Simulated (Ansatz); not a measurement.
# Cl$_{2}$H$_{2}$O$_{2}$Si···H$_{3}$Si···H$_{3}$O: what the fields show

Input

```
crystal:
  periodic: [false, false, false]
  atoms:
    - {symbol: Si, position_ang: [-0.850622, 0.662208, -0.475295]}
    - {symbol: Si, position_ang: [0.813745, -1.267223, -0.898042]}
    - {symbol: Cl, position_ang: [-1.817936, -0.549585, -1.964832]}
    - {symbol: Cl, position_ang: [-2.565739, 0.852717, 0.702670]}
    - {symbol: O, position_ang: [-0.520444, 1.868509, -1.538363]}
    - {symbol: H, position_ang: [0.230647, 0.150968, 1.833307]}
    - {symbol: O, position_ang: [0.189700, 1.293312, 0.833043]}
    - {symbol: H, position_ang: [0.024577, -0.918868, 0.719504]}
    - {symbol: O, position_ang: [0.108332, -0.861163, 1.973872]}
    - {symbol: H, position_ang: [2.074675, -1.460798, -0.104505]}
    - {symbol: H, position_ang: [0.253564, -2.601288, -1.201560]}
    - {symbol: H, position_ang: [1.200583, -0.500992, -2.105542]}
    - {symbol: H, position_ang: [0.116491, 2.506639, -1.209173]}
    - {symbol: H, position_ang: [-0.220395, 2.071115, 1.228220]}
    - {symbol: H, position_ang: [0.962921, -1.245550, 2.206595]}
basis:
  gaussian: {orbitals: def2-TZVPP}
hamiltonian: {xc: pbe0, dispersion: d4}
output: {orbitals: {seedname: orbitals}}
```

Run with:

```sh
ansatz run in.yaml --threads 4 --pin off --events-out ev --progress --plain --max-ram 66560MiB --backend cuda --devices 0, --max-vram 37GiB
```

A transition-state structure; geometry: PBE0-D4/def2-TZVP.

Level of theory: RKS PBE0-D4/def2-TZVPP (Ansatz).

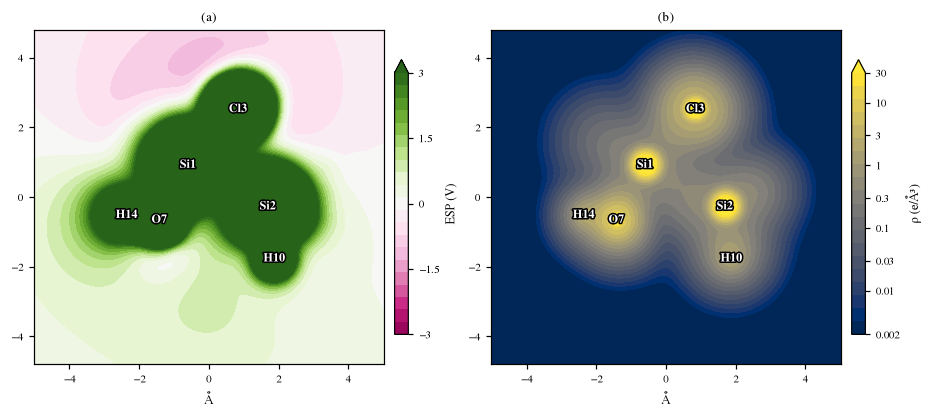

Figure 1. (a) electrostatic potential; (b) total electron density on the plane of atoms Si1, O7 and H14.

Interpret the plot.

Answer.
- The section cuts through Si, Cl, O and H sites.
- O–H (0.96 Å): ρ at the midpoint is about 3.8 e/Å³.
- Si–O (1.79 Å): the density is about 0.9 e/Å³ at the midpoint.
- Si–Cl (2.15 Å): the density is about 0.78 e/Å³ at the midpoint.
- Outside the dense part of the complex the potential is most negative (−1.1 V) near Cl3.

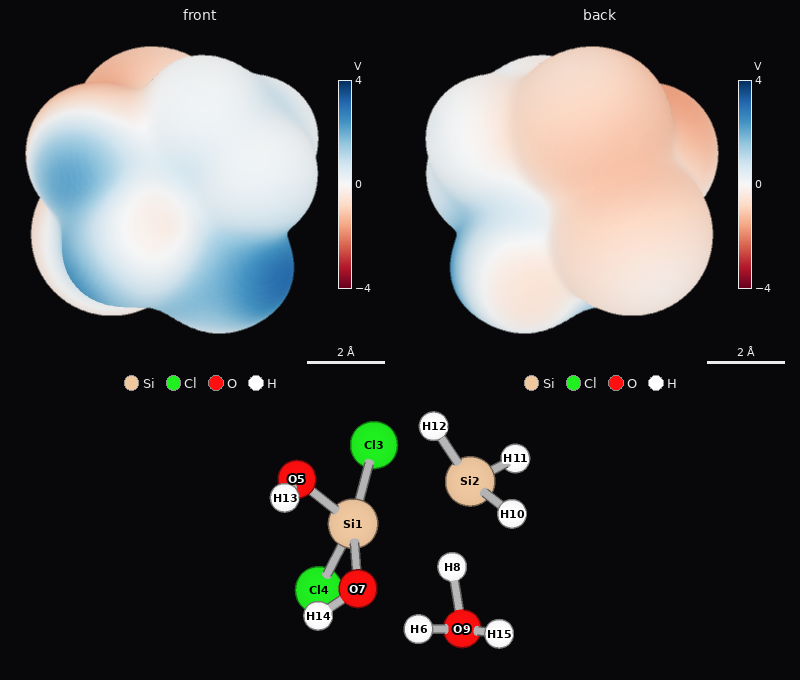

Figure 2. The molecular electrostatic potential painted on the density surface at 0.001 e/bohr³, seen from the front and from behind; the colour scale runs from red (negative) to blue (positive). The bare structure is drawn below in the same view.

Describe the electrostatic potential map.

Answer. The most negative region (about −1.5 V) lies over O5, the most positive (about +2.9 V) over H15. O5 is the likeliest acceptor of a hydrogen bond.

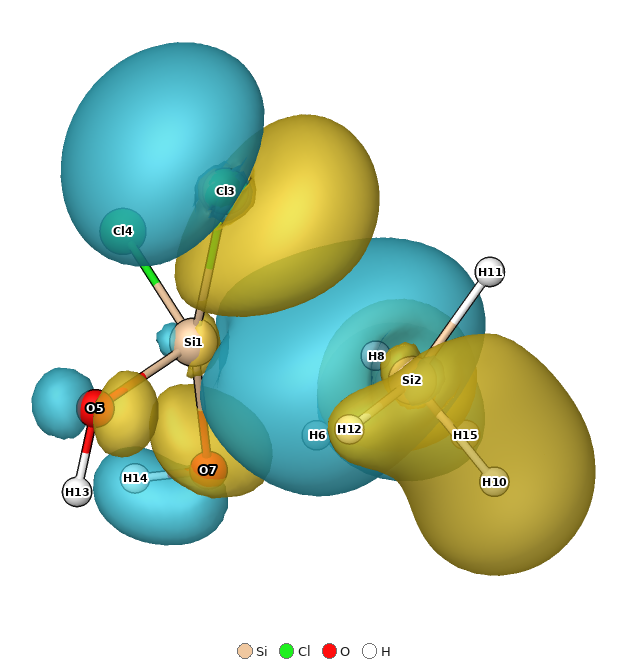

Figure 3. One frontier orbital at ±0.06 Å⁻³ᐟ² (yellow and cyan are the two phases), seen from one side.

Which orbital is it: HOMO or LUMO?

Answer. The HOMO, at −7.59 eV. It lies mainly on Cl3 (about 35 %), Si2 (about 20 %), Si1 (about 10 %), O9 (about 10 %) and H8 (about 5 %).
